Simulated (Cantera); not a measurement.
Input: 1 mol CH2F2, 0.065 mol F2, held at 1575 K.

These are equilibrium values from Cantera (NASA tables, ideal gas, pure condensed phases), not measurements of a reactor. Candidate condensed phases: C, C6H6, C7H8, C8H18; 95 gas species. Gases not in the tables: C2F6 and larger saturated fluorocarbons. Rates play no part.

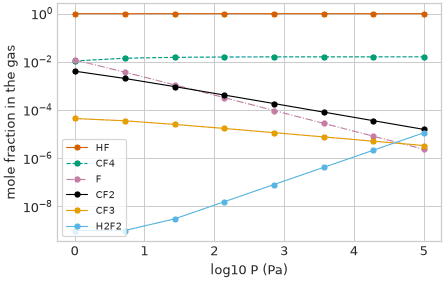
Figure. Equilibrium gas composition (values under 1e-9 drawn at 1e-9)

Q: Read off the mole fractions at 5.20 Pa.

A: HF about 0.98, CF4 about 0.014, F about 0.0037, CF2 about 0.0020, CF3 about 3.6e-5.
